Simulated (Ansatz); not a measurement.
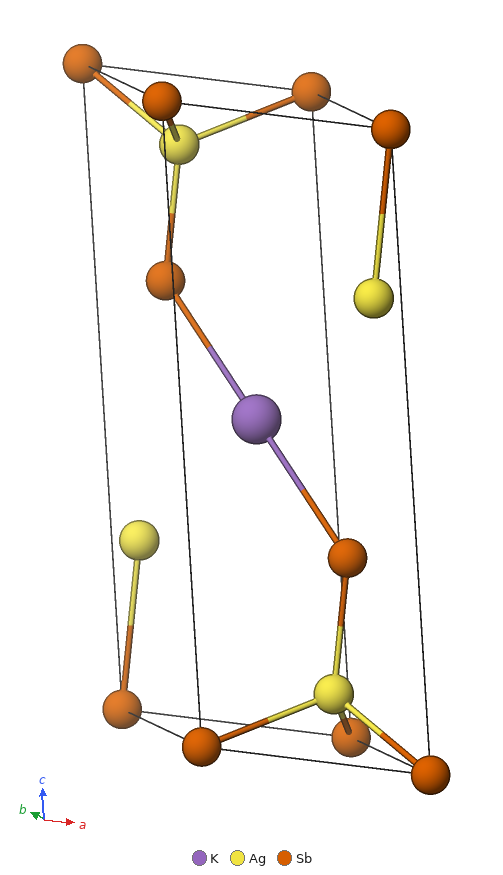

An orthographic ball-and-stick view of the structure, slightly off an axis. The lines enclose the simulation cell; boundary atoms appear with their images.

```yaml
crystal:
  lattice:
    - [4.50319, 0.00000, 0.00000]
    - [-2.25160, 3.89988, 0.00000]
    - [-2.25160, 1.29996, 12.19946]
  atoms:
    - { symbol: K, position: [0.50000, 0.50000, 0.50000] }
    - { symbol: Ag, position: [0.09027, 0.90973, 0.27081] }
    - { symbol: Ag, position: [0.90973, 0.09027, 0.72919] }
    - { symbol: Ag, position: [0.30177, 0.69823, 0.90531] }
    - { symbol: Ag, position: [0.69823, 0.30177, 0.09469] }
    - { symbol: Sb, position: [0.22904, 0.77096, 0.68712] }
    - { symbol: Sb, position: [0.77096, 0.22904, 0.31288] }
    - { symbol: Sb, position: [0.00000, 0.00000, 0.00000] }
```

Run with Ansatz, DFT, PAW plane waves, PBE and these settings: E_cut = 420 eV, a 7×7×7 sampling of the Brillouin zone, Fermi-Dirac smearing of 0.011 eV, no spin polarisation.

Q: Predict the Bader charges.

A: K +0.73 e; Ag -0.22 to -0.09 e; Sb -0.11 to +0.11 e.

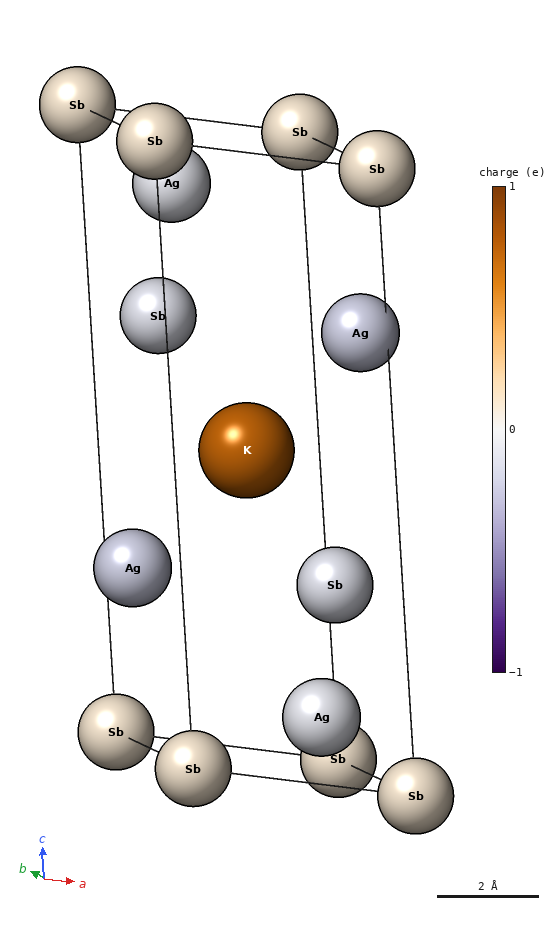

The atoms coloured by those charges.

The picture shows a generated cell, made by putting these elements into a known structure type (the compound may or may not exist in this form); the geometry isn't optimised. It was run through Ansatz as a DFT input.
